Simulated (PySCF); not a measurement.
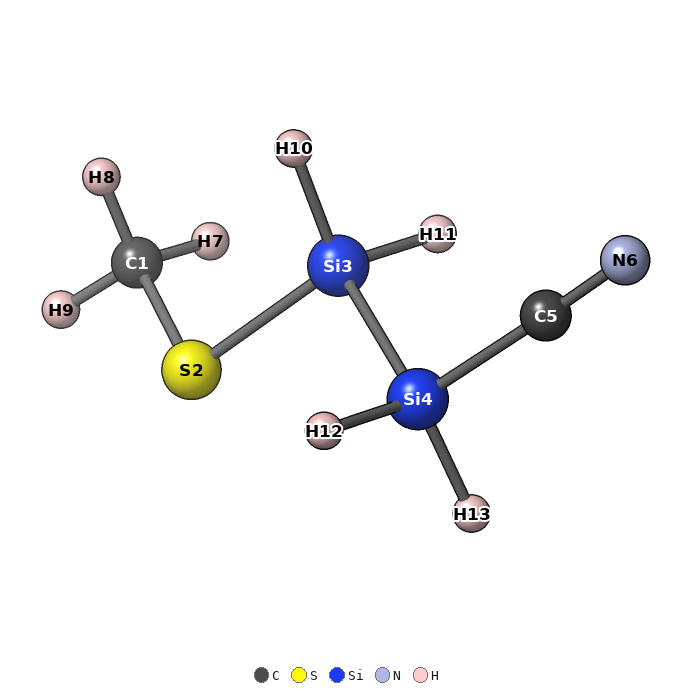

Computed geometry: PBE0-D3(BJ)/def2-SVP optimisation. No frequency run is at hand to confirm it as a minimum. Electric field gradients from the ground-state density, B3LYP/6-31G* (PySCF 2.14.0), non-relativistic apart from any core potentials.

Give the largest field-gradient component, the quadrupole coupling constant and the asymmetry for 33S at S2 (Q = −67.81 mb), 14N at N6 (Q = 20.44 mb).

| atom | V_zz (a.u.) | e²qQ/h (MHz) | η |
| --- | --- | --- | --- |
| S2 | −2.229 | 35.5 | 0.80 |
| N6 | −0.909 | −4.37 | 0.03 |
